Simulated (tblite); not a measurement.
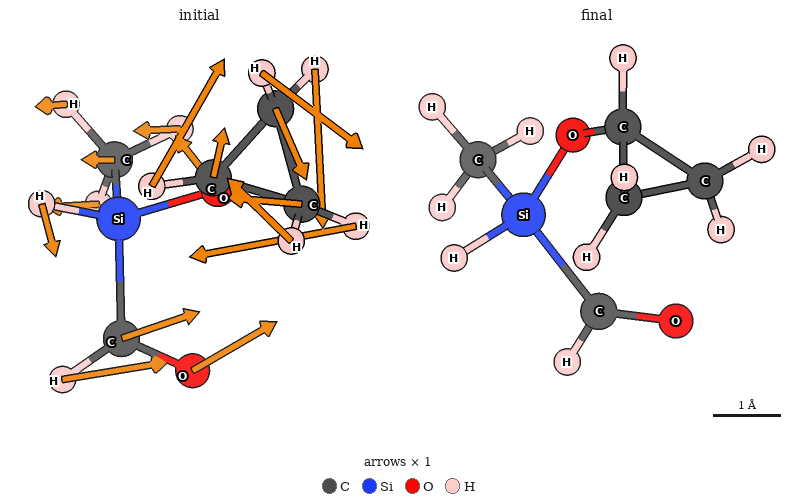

The structure of C$_{5}$H$_{10}$O$_{2}$Si before (left) and after (right) a relaxation, at one scale. The orange arrows give the displacements, at their true length.

The picture is a ball-and-stick view, seen from a free direction.

The calculation used tblite 0.8.0, GFN2-xTB geometry optimisation, gas phase. 

**Summarise the run.**

An H atom moves most after the best rigid fit: 2.69 Å. Largest moves by element: H 2.69 Å, O 1.56 Å, C 1.27 Å, Si 0.15 Å. Near-neighbour distances that change, for instance: O–Si 1.717 → 1.611 Å, C–Si 1.848 → 1.930 Å, C–C 1.548 → 1.496 Å, C–H 1.122 → 1.079 Å. Among the angles between lasting bonds that change: Si–O–C 113.9° → 136.0°, O–C–H 123.9° → 109.4°, O–C–C 111.2° → 121.9°. Groups turn about C–O by about 160°, C–Si by about 45°, O–Si by about 45°. Over 269 geometry steps the energy falls by 0.937 eV. The run took 3.4 s on 1 thread of Arm Neoverse N1 (shared host).
